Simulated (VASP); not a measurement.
Band structure of Ir (fcc). Calculation: rev-vdW-DF2, VASP's PBE PAW potentials (set 64) (plane waves; VASP).

Unless said otherwise, spin-orbit coupling is left out, though it shifts the bands of the heavy elements here.

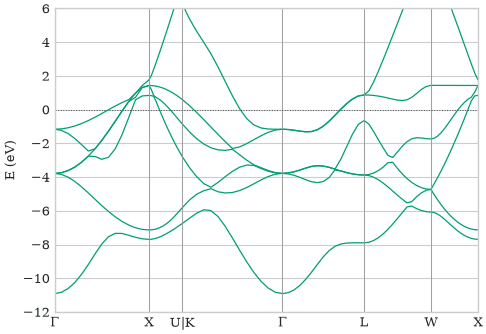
Figure. Bands along high-symmetry lines, zero at the valence-band maximum or, without a gap, the Fermi level

Read the plot: is there a gap, and where are the band edges?

It has no gap at this level: it comes out as a metal or semimetal. (Edges off the drawn lines would not show.)

The compound is Ir in the fcc structure. It was relaxed first.
